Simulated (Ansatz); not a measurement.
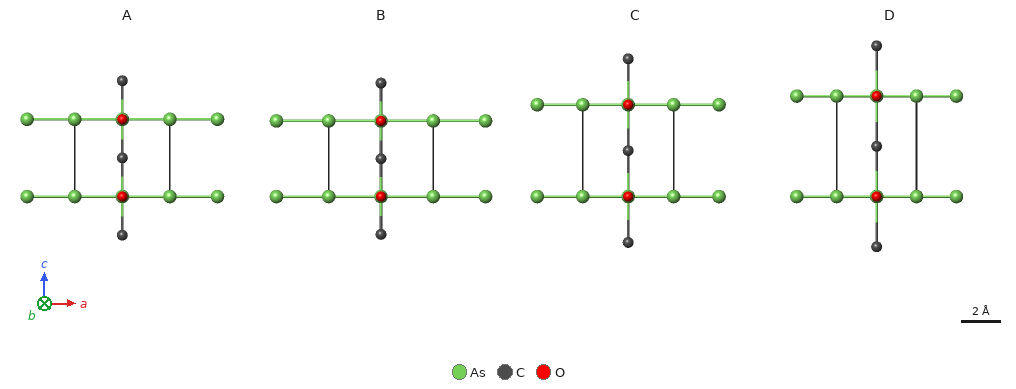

4 geometries from one relaxation of crystalline As₂CO₃ (a generated structure, set up in Pmmm) (coarse preliminary run), in shuffled order. The picture is a ball-and-stick view of the cell of the calculation, seen along the b axis.

These are results of DFT PBE, scalar-relativistic, plane waves, PAW in Ansatz 0.2.0, not measurements. Set-up: plane-wave cutoff 420 eV; k-point mesh 4 × 4 × 4; occupations gaussian; smearing width 0.1 eV; no spin polarisation; cell and atoms relaxed; force threshold 0.04 eV/Å; at most 70 steps.

Put them in the order of the run, from the start to the converged end.

Answer. D, C, A, B. They are steps 0, 3, 6, 16, at +2510 meV per atom, +287 meV per atom, +89.7 meV per atom relative to the last. Over 13 accepted moves (16 points after the start) the energy falls by 2510 meV per atom. Largest force component: 40 eV/Å at the start, 0.0048 eV/Å at the end. Pressure: 73.66 GPa at the start and 0.06 GPa at the end. The SCF was repeated 3 times at an unchanged geometry on a basis and grid sized afresh for the cell, which shifted the energy by 56.3 meV per atom at most. The largest moves relative to the cell, 0.25 Å, are those of O atoms. As and C stay in place. Cell: a 4.131 → 5.411 Å (+31.0 %), b 4.843 → 5.292 Å (+9.3 %), c 5.201 → 3.914 Å (−24.7 %). Volume +7.7 %. Among the contacts that change: As–O 2.446 → 3.187 Å, As–C 2.601 → 1.957 Å, As–As 2.066 → 2.706 Å, As–O 1.310 → 1.683 Å. The space group stays Pmmm (No. 47). Cost: 3.6 min on 1 thread of Arm Neoverse N1, with other jobs on the host, peak memory 0.41 GiB.

Limits of the set-up: the k-point mesh is coarse for a cell with partly filled bands; layers or molecules are held without a dispersion correction, so their spacing is unreliable.
